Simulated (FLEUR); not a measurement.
**Collinear magnetic orders of GdRu2 with FLEUR**

Does GdRu2 prefer parallel or opposed moments?

Program: FLEUR MaX-R8.1. Level of theory: LDA (VWN) with U = 3.6 eV on Gd f; all-electron FLAPW, Dirac cores, scalar-relativistic bands. Results are calculated unless marked as measured.

### Step 1. The starting structure

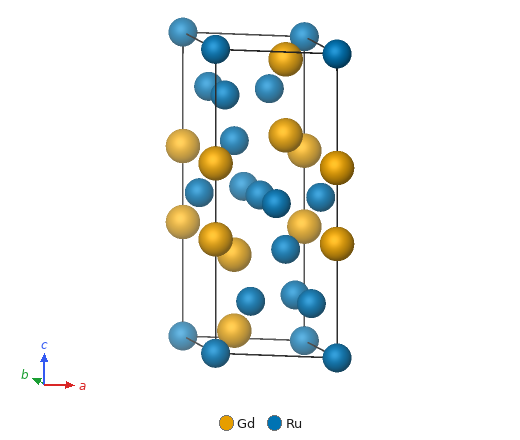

Start, viewed slightly off an axis; gadolinium orange, ruthenium blue. This picture shows the conventional cell, with its axes. Some periodic images of atoms are drawn too.

Structure file:

```cif
data_structure
_symmetry_space_group_name_H-M 'P 1'
_symmetry_Int_Tables_number 1
_cell_length_a 5.3306
_cell_length_b 5.3306
_cell_length_c 5.3306
_cell_angle_alpha 60.112
_cell_angle_beta 60.112
_cell_angle_gamma 60.112
_cell_volume 107.38
loop_
_atom_site_label
_atom_site_type_symbol
_atom_site_fract_x
_atom_site_fract_y
_atom_site_fract_z
_atom_site_occupancy
Gd1 Gd 0.37505 0.37505 0.37505 1
Gd2 Gd 0.62501 0.62501 0.62501 1
Ru3 Ru 0.00000 0.00000 0.00000 1
Ru4 Ru 0.00005 0.00005 0.50000 1
Ru5 Ru 0.50000 0.00005 0.00005 1
Ru6 Ru 0.00005 0.50000 0.00005 1
```

The cell comes from a database of computed structures and need not be the stable phase.

### Step 2. Order 1, typed as ferro ++

The parallel start comes first: it shows whether parallel moments hold. The U counters the self-interaction that shrinks the moments of a localised shell.

The file n_mmp_mat seeds the f occupations with whole cubic orbitals by Hund's first rule, so that the U acts from the first pass. inpgen writes inp.xml from crystal.txt; cutoffs, mixing, functional, smearing and local orbitals are then set in the file. The k list default-1 (kpts.xml, not shown) is a Γ-centred 6×6×6 mesh; where the ranks do not divide the number of points, some are split in two of half the weight.

The input, inp.xml:

```
<?xml version="1.0" encoding="UTF-8" standalone="no"?>
<fleurInput fleurInputVersion="0.39">
   <comment>
      GdRu2
   </comment>
   <calculationSetup>
      <cutoffs Kmax="3.6" Gmax="10.8" GmaxXC="10.8" numbands="0"/>
      <scfLoop itmax="130" minDistance="0.0001" maxIterBroyd="15" imix="Anderson" alpha="0.05" precondParam="0.0" spinf="2.0" sdNocoIR="T"/>
      <coreElectrons ctail="T" frcor="F" kcrel="0" coretail_lmax="0"/>
      <xcFunctional name="vwn" relativisticCorrections="F"/>
      <magnetism jspins="2"/>
      <soc l_soc="F" theta="0.0" phi="0.0" spav="F"/>
      <expertModes spex="0" secvar="F"/>
      <geometryOptimization l_f="F" forcealpha="1.0" forcemix="BFGS" epsdisp="0.00001" epsforce="0.00001"/>
      <ldaU l_linMix="F" mixParam="0.05" spinf="1.0"/>
   </calculationSetup>
   <cell>
      <bzIntegration valenceElectrons="92.0" mode="hist" fermiSmearingEnergy="0.00293995">
         <kPointListSelection listName="default-1"/>
         <xi:include xmlns:xi="http://www.w3.org/2001/XInclude" href="kpts.xml"> </xi:include>
      </bzIntegration>
      <xi:include xmlns:xi="http://www.w3.org/2001/XInclude" href="sym.xml"> </xi:include>
      <bulkLattice scale="1.0">
         <bravaisMatrix>
            <row-1>    5.0452222777843287     2.9128604401891507     8.2179393667008007</row-1>
            <row-2>   -5.0452222777843287     2.9128604401891507     8.2179393667008007</row-2>
            <row-3>    0.0000000000000000    -5.8257208803971992     8.2179393667008007</row-3>
         </bravaisMatrix>
      </bulkLattice>
   </cell>
   <atomSpecies>
      <species name="Gadolinium7.000" element="Gd" atomicNumber="64">
         <mtSphere radius="2.8" gridPoints="925" logIncrement="0.014"/>
         <atomicCutoffs lmax="10" lnonsphr="8"/>
         <electronConfig flipSpins="F">
            <coreConfig>(1s1/2) (2s1/2) (2p1/2) (2p3/2) (3s1/2) (3p1/2) (3p3/2) (4s1/2) (3d3/2) (3d5/2) (4p1/2) (4p3/2) (4d3/2) (4d5/2)</coreConfig>
            <valenceConfig>(5s1/2) (5p1/2) (5p3/2) (6s1/2) (4f5/2) (4f7/2) (5d3/2) (5d5/2)</valenceConfig>
            <stateOccupation state="(4f5/2)" spinUp="2.5" spinDown="0.5"/>
            <stateOccupation state="(4f7/2)" spinUp="4.0" spinDown="0.0"/>
            <stateOccupation state="(5d3/2)" spinUp="0.4" spinDown="0.0"/>
            <stateOccupation state="(5d5/2)" spinUp="0.6" spinDown="0.0"/>
         </electronConfig>
         <energyParameters s="6" p="6" d="5" f="4"/>
         <ldaU l="3" U="3.6" J="0.0" l_amf="F"/>
         <lo type="SCLO" l="0" n="5" eDeriv="0"/>
         <lo type="SCLO" l="1" n="5" eDeriv="0"/>
      </species>
      <species name="Ruthenium (Ru)" element="Ru" atomicNumber="44">
         <mtSphere radius="2.46" gridPoints="813" logIncrement="0.016"/>
         <atomicCutoffs lmax="10" lnonsphr="8"/>
         <electronConfig flipSpins="F">
            <coreConfig>(1s1/2) (2s1/2) (2p1/2) (2p3/2) (3s1/2) (3p1/2) (3p3/2) (4s1/2) (3d3/2) (3d5/2)</coreConfig>
            <valenceConfig>(4p1/2) (4p3/2) (5s1/2) (4d3/2) (4d5/2)</valenceConfig>
            <stateOccupation state="(5s1/2)" spinUp="0.500000" spinDown="0.500000"/>
            <stateOccupation state="(4d3/2)" spinUp="1.400000" spinDown="1.400000"/>
            <stateOccupation state="(4d5/2)" spinUp="2.100000" spinDown="2.100000"/>
         </electronConfig>
         <energyParameters s="5" p="5" d="4" f="4"/>
         <lo type="SCLO" l="1" n="4" eDeriv="0"/>
      </species>
   </atomSpecies>
   <atomGroups>
      <atomGroup species="Gadolinium7.000">
         <relPos label="                   1">.3750215850 .3750215850 .3750215850</relPos>
         <relPos label="                   2">-.3750215850 -.3750215850 -.3750215850</relPos>
         <force calculate="T" relaxXYZ="TTT"/>
      </atomGroup>
      <atomGroup species="Ruthenium (Ru)">
         <relPos label="                   3">.0000000000 .0000000000 .0000000000</relPos>
         <force calculate="T" relaxXYZ="TTT"/>
      </atomGroup>
      <atomGroup species="Ruthenium (Ru)">
         <relPos label="                   4">.0000000000 .0000000000 1.000/2.000</relPos>
         <relPos label="                   5">1.000/2.000 .0000000000 .0000000000</relPos>
         <relPos label="                   6">.0000000000 1.000/2.000 .0000000000</relPos>
         <force calculate="T" relaxXYZ="TTT"/>
      </atomGroup>
   </atomGroups>
   <output dos="F" band="F" slice="F">
      <bandDOS minEnergy="-.5*Htr" maxEnergy="0.5*Htr" sigma="0.015" storeEVData="T"/>
      <plotting iplot="0" polar="F">
         <plot TwoD="T" vec1="  1.0  0.0  0.0" vec2="  0.0  1.0  0.0" vec3="  0.0  0.0  1.0" zero="  0.0  0.0  0.0" file="plot"/>
      </plotting>
      <moessbauerParams electricFieldGradient="F" isomerShift="F" coreHyperfine="F" valenceHyperfine="F"/>
   </output>
</fleurInput>
```

The input, crystal.txt:

```
GdRu2
&input film=F cartesian=F /
2.66981665338  1.54141936351  4.34874623350
-2.66981665338  1.54141936351  4.34874623350
0.00000000000  -3.08283872703  4.34874623350
1.8897261246
1.0 1.0 1.0

6
64 0.37502158500  0.37502158500  0.37502158500 : 7.000
64 0.62497841500  0.62497841500  0.62497841500 : 7.000
44 1.00000000000  1.00000000000  1.00000000000
44 0.00000000000  0.00000000000  0.50000000000
44 0.50000000000  0.00000000000  0.00000000000
44 0.00000000000  0.50000000000  0.00000000000

&kpt div1=6 div2=6 div3=6 gamma=T /
```

Launch:

```bash
> OMP_NUM_THREADS=1 inpgen -f crystal.txt > inpgen.log  # inp.xml is then edited as shown
> OMP_NUM_THREADS=1 mpirun -n 4 fleur_MPI > fleur.log
```

Log:

```text
Welcome to FLEUR        (www.flapw.de)
      MaX-Release 8.1          (www.max-centre.eu)

 ========== k-point set info ==========
 Selected k-point list: default-1
 k-point list type: mesh
 6 x 6 x 6
 Number of k points: 32

 ------------Calculation Setup---------------------------
 Number of MPI-tasks      :            4
 Number of PE/node        :            4
 Number of OMP-threads    :            1
 k-points in parallel     :            4
 pe's per k-point         :            1
 No of k-point loops      :            8
 Eigenvalue solver        :       lapack
 Number of basis functions:          624
 Approximate size of matrices (H+S) per k-point:         0.006 GB
 --------------------------------------------------------
 Iteration:     1   Distance:      19.73238628 me/bohr^3
 Iteration:     2   Distance:      18.93841576 me/bohr^3
 Iteration:     3   Distance:      15.01240006 me/bohr^3
 Iteration:     4   Distance:       7.56531522 me/bohr^3
 Iteration:     5   Distance:       8.21226250 me/bohr^3
 Iteration:     6   Distance:       2.02665624 me/bohr^3
 Iteration:     7   Distance:       1.18570571 me/bohr^3
 Iteration:     8   Distance:       0.97169781 me/bohr^3
 Iteration:     9   Distance:       0.75961626 me/bohr^3
 Iteration:    10   Distance:       0.45894313 me/bohr^3
 Iteration:    11   Distance:       0.24979976 me/bohr^3
 Iteration:    12   Distance:       0.29142320 me/bohr^3
 Iteration:    13   Distance:       0.10214792 me/bohr^3
 Iteration:    14   Distance:       0.10739195 me/bohr^3
 Iteration:    15   Distance:       0.06349306 me/bohr^3
 Iteration:    16   Distance:       0.06234509 me/bohr^3
 Iteration:    17   Distance:       0.05889322 me/bohr^3
 Iteration:    18   Distance:       0.04628434 me/bohr^3
 Iteration:    19   Distance:       0.02332446 me/bohr^3
 Iteration:    20   Distance:       0.01495586 me/bohr^3
 Iteration:    21   Distance:       0.01164753 me/bohr^3
 Iteration:    22   Distance:       0.00646794 me/bohr^3
 Iteration:    23   Distance:       0.00088882 me/bohr^3
 Iteration:    24   Distance:       0.00079157 me/bohr^3
 Iteration:    25   Distance:       0.00035711 me/bohr^3
 Iteration:    26   Distance:       0.00019813 me/bohr^3
 Iteration:    27   Distance:       0.00008568 me/bohr^3

 ********************************************************************
 Run finished successfully
 Stop message:
   all done
 ********************************************************************

--- out.xml (last complete iteration) ---
<iteration numberForCurrentRun="   27" overallNumber="   27">
         [... left out ...]
         <bandgap value="0.0007191405" units="eV"/>
         <sumValenceSingleParticleEnergies value="-19.3439334408" units="Htr"/>
         <FermiEnergy value="0.4299485648" units="Htr"/>
         <valenceDensity>
            <mtCharges spin="1">
               <mtCharge atomType="1" total="11.6662302" s="1.1161944" p="3.0170756" d="0.5528636" f="6.9735065"/>
               <mtCharge atomType="2" total="6.2113004" s="0.2041889" p="3.1315523" d="2.8497245" f="0.0202129"/>
               <mtCharge atomType="3" total="6.2109120" s="0.2038678" p="3.1310119" d="2.8504789" f="0.0200014"/>
            </mtCharges>
            <mtCharges spin="2">
               <mtCharge atomType="1" total="4.5752910" s="1.1004249" p="2.9810091" d="0.4152711" f="0.0719050"/>
               <mtCharge atomType="2" total="6.3878751" s="0.2088469" p="3.1244115" d="3.0289416" f="0.0199177"/>
               <mtCharge atomType="3" total="6.3875904" s="0.2085035" p="3.1237890" d="3.0299228" f="0.0196922"/>
            </mtCharges>
            <spinDependentCharge spin="1" total="52.8365128" interstitial="4.6600161" mtSpheres="48.1764967"/>
            <spinDependentCharge spin="2" total="39.1634872" interstitial="4.4622589" mtSpheres="34.7012283"/>
            <totalCharge value="92.0000000000"/>
         </valenceDensity>
         [... left out ...]
         <allElectronCharges>
            <spinDependentCharge spin="1" total="158.8365127" interstitial="4.6664649" mtSpheres="154.1700478"/>
            <spinDependentCharge spin="2" total="145.1634872" interstitial="4.4686918" mtSpheres="140.6947954"/>
            <totalCharge value="303.9999999131"/>
         </allElectronCharges>
         <magneticMomentsInMTSpheres units="muBohr">
            <globalMagMoment atomType="1" vec="0.00000   0.00000   7.09094"/>
            <localMagMoment atomType="1" vec="0.00000   0.00000   7.09094"/>
            <globalMagMoment atomType="2" vec="0.00000   0.00000  -0.17658"/>
            <localMagMoment atomType="2" vec="0.00000   0.00000  -0.17658"/>
            <globalMagMoment atomType="3" vec="0.00000   0.00000  -0.17668"/>
            <localMagMoment atomType="3" vec="0.00000   0.00000  -0.17668"/>
         </magneticMomentsInMTSpheres>
         <moessbauerParams unitsHFF="kG" unitsIS="e/bohr^3" unitsEFG="Htr/bohr^2">
         </moessbauerParams>
         <totalEnergy value="   -40655.9016747715" units="Htr">
            <sumOfEigenvalues value="   -24641.0651702510">
               <coreElectrons value="-24621.7212368102"/>
               <valenceElectrons value="-19.3439334408"/>
            </sumOfEigenvalues>
            <densityCoulombPotentialIntegral value="-66729.0142473103"/>
            <densityEffectivePotentialIntegral value="-68059.5391211484"/>
            <chargeDenXCDenIntegral value="-1003.2025195451"/>
            <FockExchangeEnergyValence value="0.0000000000"/>
            <FockExchangeEnergyCore value="0.0000000000"/>
            <atomTypeDependentContributions atomType="1">
               <electronNucleiInteractionDifferentMTs value="27678.7320418110"/>
               <MadelungTerm value="-66.0654323830"/>
            </atomTypeDependentContributions>
            <atomTypeDependentContributions atomType="2">
               <electronNucleiInteractionDifferentMTs value="5469.0245479706"/>
               <MadelungTerm value="-21.6654659051"/>
            </atomTypeDependentContributions>
            <atomTypeDependentContributions atomType="3">
               <electronNucleiInteractionDifferentMTs value="16407.0637529413"/>
               <MadelungTerm value="-65.0339303903"/>
            </atomTypeDependentContributions>
            <dftUCorrection value="-0.9191889327"/>
            <tkbTimesEntropy value="0.0052270133"/>
            <freeEnergy value="-40655.9069017849"/>
            <extrapolationTo0K value="-40655.9042882782"/>
         </totalEnergy>
         <ldaUDensityMatrix>
            <densityMatrixFor spin="1" atomType="1" uIndex="1" l="3" U="3.60000000" J="0.00000000">
               (+0.99621,+0.00000) (+0.00000,+0.00000) (+0.00000,+0.00000) (+0.00000,+0.00035) (+0.00000,+0.00000) (+0.00000,+0.00000) (-0.00071,+0.00000)
               (+0.00000,+0.00000) (+0.99610,+0.00000) (+0.00000,+0.00000) (+0.00000,+0.00000) (+0.00000,-0.00038) (+0.00000,+0.00000) (+0.00000,+0.00000)
               (+0.00000,+0.00000) (+0.00000,+0.00000) (+0.99676,+0.00000) (+0.00000,+0.00000) (+0.00000,+0.00000) (+0.00000,+0.00038) (+0.00000,+0.00000)
               (+0.00000,-0.00035) (+0.00000,+0.00000) (+0.00000,+0.00000) (+0.99538,+0.00000) (+0.00000,+0.00000) (+0.00000,+0.00000) (+0.00000,-0.00035)
               (+0.00000,+0.00000) (+0.00000,+0.00038) (+0.00000,+0.00000) (+0.00000,+0.00000) (+0.99676,+0.00000) (+0.00000,+0.00000) (+0.00000,+0.00000)
               (+0.00000,+0.00000) (+0.00000,+0.00000) (+0.00000,-0.00038) (+0.00000,+0.00000) (+0.00000,+0.00000) (+0.99610,+0.00000) (+0.00000,+0.00000)
               (-0.00071,+0.00000) (+0.00000,+0.00000) (+0.00000,+0.00000) (+0.00000,+0.00035) (+0.00000,+0.00000) (+0.00000,+0.00000) (+0.99621,+0.00000)
            </densityMatrixFor>
            <densityMatrixFor spin="2" atomType="1" uIndex="1" l="3" U="3.60000000" J="0.00000000">
               (+0.01000,+0.00000) (+0.00000,+0.00000) (+0.00000,+0.00000) (+0.00000,+0.00169) (+0.00000,+0.00000) (+0.00000,+0.00000) (-0.00205,+0.00000)
               (+0.00000,+0.00000) (+0.01045,+0.00000) (+0.00000,+0.00000) (+0.00000,+0.00000) (+0.00000,-0.00074) (+0.00000,+0.00000) (+0.00000,+0.00000)
               (+0.00000,+0.00000) (+0.00000,+0.00000) (+0.01179,+0.00000) (+0.00000,+0.00000) (+0.00000,+0.00000) (+0.00000,+0.00074) (+0.00000,+0.00000)
               (+0.00000,-0.00169) (+0.00000,+0.00000) (+0.00000,+0.00000) (+0.00743,+0.00000) (+0.00000,+0.00000) (+0.00000,+0.00000) (+0.00000,-0.00169)
               (+0.00000,+0.00000) (+0.00000,+0.00074) (+0.00000,+0.00000) (+0.00000,+0.00000) (+0.01179,+0.00000) (+0.00000,+0.00000) (+0.00000,+0.00000)
               (+0.00000,+0.00000) (+0.00000,+0.00000) (+0.00000,-0.00074) (+0.00000,+0.00000) (+0.00000,+0.00000) (+0.01045,+0.00000) (+0.00000,+0.00000)
               (-0.00205,+0.00000) (+0.00000,+0.00000) (+0.00000,+0.00000) (+0.00000,+0.00169) (+0.00000,+0.00000) (+0.00000,+0.00000) (+0.01000,+0.00000)
            </densityMatrixFor>
         </ldaUDensityMatrix>
         <ldaUDensityMatrixConvergence>
            <distance spin="1" distance="0.000000"/>
            <distance spin="2" distance="0.000000"/>
         </ldaUDensityMatrixConvergence>
         <densityConvergence units="me/bohr^3">
            <chargeDensity spin="1" distance="0.0000469020"/>
            <chargeDensity spin="2" distance="0.0000478894"/>
            <overallChargeDensity distance="0.0000405702"/>
            <spinDensity distance="0.0000856763"/>
         </densityConvergence>
      </iteration>
```

The job ended after 72 s (4 MPI ranks of AMD EPYC 9R45, shared host; peak memory 0.44 GiB; 4.8 min of CPU time).

Spin moment in the muffin-tin sphere by atom:

```csv
atom,spin moment in the muffin-tin sphere (μB)
Gd1,7.09
Gd2,7.09
Ru3,-0.18
Ru4,-0.18
Ru5,-0.18
Ru6,-0.18
```

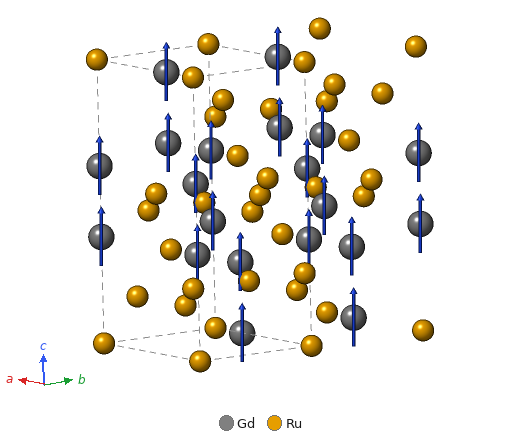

Spin moment in the muffin-tin sphere as arrows, the longest 7.09 μB. Up and down stand for the sign. Arrows give size and sign along the axis of quantisation, drawn up and down the page. 1×2×1 conventional cells are drawn. Some periodic images of atoms are drawn too.

This step gave:

```yaml
free_energy: -1106303.5859 eV
program_s_band_gap_on_this_mesh_in_a_metal_only_a_level_spacing: 7.19e-4 eV
magnetization: 13.67 μB
final_state: ferromagnetic, with opposed induced moments
```

After 27 cycles the largest moment stands at 7.09 μB.

(Part 1 of 2 ends here.)

[Logs and program files are shortened in this print: banners, set-up blocks, solver, clock and traceback lines can be left out without a mark of their own.]

[Logs are printed without paths, hosts, clocks, repeated set-up lines and the standing remarks that a program may print on its own settings, such as how far it seeks lower states.]

[Hosts, paths, dates, database ids (printed as entryN), source tags and the programs' standing remarks are cut or masked in the printed files.]

[Where a cell is said to come from a database of computed structures, the database is the Materials Project.]
